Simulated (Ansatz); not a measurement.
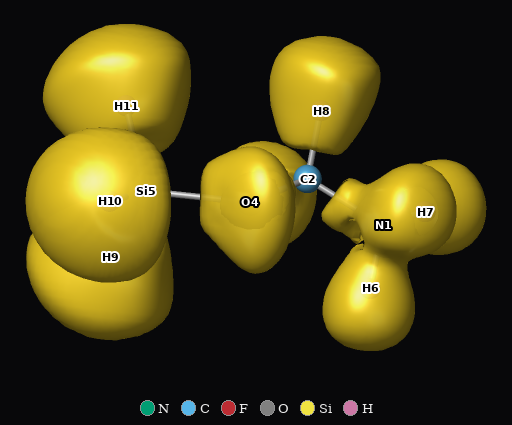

CH6FNOSi (SMILES NC(F)O[SiH3]). Isosurface of the ELF at 0.75 (yellow), seen at a tilt. Only the valence region is drawn (cores and ρ < 0.01 e/Å³ removed).

These are results of RKS CAM-B3LYP-D4/6-31G* (Ansatz 0.2.0), not measurements.

The calculation's input:

```
crystal:
  periodic: [false, false, false]
  atoms:
    - { symbol: "N", position_ang: [0.065, -1.4163, 1.5791] }
    - { symbol: C, position_ang: [0.2204, -0.7182, 0.3026] }
    - { symbol: F, position_ang: [-0.5055, -1.4368, -0.6187] }
    - { symbol: O, position_ang: [-0.2617, 0.5793, 0.3552] }
    - { symbol: Si, position_ang: [-0.0475, 1.5618, -0.9481] }
    - { symbol: H, position_ang: [-0.9597, -1.1821, 1.7935] }
    - { symbol: H, position_ang: [0.102, -2.3666, 1.3848] }
    - { symbol: H, position_ang: [1.3274, -0.7042, 0.0327] }
    - { symbol: H, position_ang: [-0.7645, 1.0914, -2.0857] }
    - { symbol: H, position_ang: [-0.5071, 2.9425, -0.5847] }
    - { symbol: H, position_ang: [1.3966, 1.5922, -1.1901] }
basis:
  gaussian: { orbitals: "6-31G*" }
hamiltonian:
  xc: cam_b3lyp
  dispersion: d4
relax:
  f_tol: 0.015
  max_steps: 40
output:
  orbitals: {}
```

Command:

```sh
ansatz run input.yaml --threads 2 --pin off --max-ram 3072MiB --backend cpu --events-out ev --progress --plain --runs-dir out
```

The fields are those of the run's last geometry, not of the input's.

Where are the electrons localised?

The surface consists of four regions around hydrogen nuclei, one region on F in which the atom's valence shell and bonds are merged, one region on O in which the atom's valence shell and bonds are merged and one joined region spread over several atoms (H, N), in which their bonds and any lone pairs are merged. Along the contacts the grid gives the following. C–O (1.37 Å): the ELF peaks at about 0.90 between the atoms: a polar covalent bond. C–N (1.40 Å): the ELF peaks at about 0.95 between the atoms: localised, covalent bonding.
